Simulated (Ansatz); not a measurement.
# Amorphous In$_{9}$Ga$_{9}$Zn$_{9}$O$_{41}$Ta$_{2}$

Preparation: random packing, a CHGNet melt and quench, and a DFT relaxation. O atoms were pushed apart under 1.9 Å during the dynamics, to hinder bonds among them. The hot cell started wider than the set density and was brought back towards it in steps. It is the lowest in DFT energy of 2 quenches. It is a model cell: composition and starting density were chosen by hand, and all elements were melted together. No dispersion term was used.

Methods: PBE, scalar-relativistic without spin-orbit coupling (Ansatz, a first-principles code); r2SCAN, scalar-relativistic without spin-orbit coupling (Ansatz); HSE06, scalar-relativistic without spin-orbit coupling (Ansatz). Geometry, pressure, stress and energy are those of the PBE run. Its sampling: a 2×2×2 Γ-centred mesh; Fermi-Dirac width 0.02 eV; no spin polarisation. Other functionals are single points at the zone centre (r2SCAN at 500 eV; exact exchange cut at the cell's faces), free to take moments where seeds were set. At PBE the levels at the filled edge of the gap are localised (band-tail or defect states).

| Quantity | Value |
|---|---|
| Number of atoms in the cell | 70 |
| Density (held, not predicted) | 6.11 g/cm³ |
| Volume per atom | 12.67 Å^3 |
| Pressure on a 2×2×2 Γ-centred mesh | -0.59 GPa |
| Largest force and stress component on that mesh (the relaxation ran on the zone centre alone) | 0.09 eV/Å and 1.5 GPa |
| Level gap on a 2×2×2 Γ-centred mesh (PBE) | 1.03 eV |
| Level gap at the zone centre (PBE) | 1.07 eV |
| Level gap at the zone centre (r2SCAN) | 1.53 eV |
| Level gap at the zone centre (HSE06) | 2.65 eV |

Neighbours within In-In 3.12 Å, In-Ga 2.90 Å, In-Zn 2.90 Å, In-O 2.90 Å, In-Ta 3.12 Å, Ga-Ga 2.68 Å, Ga-Zn 2.68 Å, Ga-O 2.36 Å, Ga-Ta 2.90 Å, Zn-Zn 2.68 Å, Zn-O 2.46 Å, Zn-Ta 2.90 Å, O-O 1.58 Å, O-Ta 2.60 Å, Ta-Ta 3.12 Å count as bonded. Two cations that share two anions don't count as bonded, nor two that share one unless they lie closer than In-In 3.04 Å, In-Ga 2.82 Å, In-Zn 2.82 Å, In-Ta 3.04 Å, Ga-Ga 2.61 Å, Ga-Zn 2.61 Å, Ga-Ta 2.82 Å, Zn-Zn 2.61 Å, Zn-Ta 2.82 Å, Ta-Ta 3.04 Å.

| Item | Result |
|---|---|
| Mean coordination of In by anions | 5.89 (2 with 5, 6 with 6, 1 with 7) |
| Mean coordination of Ga by anions | 4.67 (4 with 4, 4 with 5, 1 with 6) |
| Mean coordination of Zn by anions | 4.56 (6 with 4, 1 with 5, 2 with 6) |
| Mean coordination of O | 3.59 (17 with 3, 24 with 4) |
| Mean coordination of Ta by anions | 5.50 (1 with 5, 1 with 6) |
| Mean In-O bond | 2.265 Å (spread 0.191 Å, 53 counted) |
| Mean Ga-O bond | 1.951 Å (spread 0.093 Å, 42 counted) |

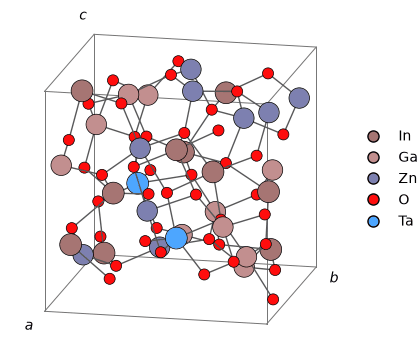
Figure: The relaxed cell

Its density started from a set value of 6.12 g/cm³. Cooling (nominally 210 K/ps over its main leg) ran many orders faster than in experiment, which tends to leave more defects and strain. A cell of this size samples the disorder only roughly. The volume was held where the preparation left it, at a PBE pressure of -0.6 GPa (tension). Stress components on the final sampling reach 1.5 GPa.
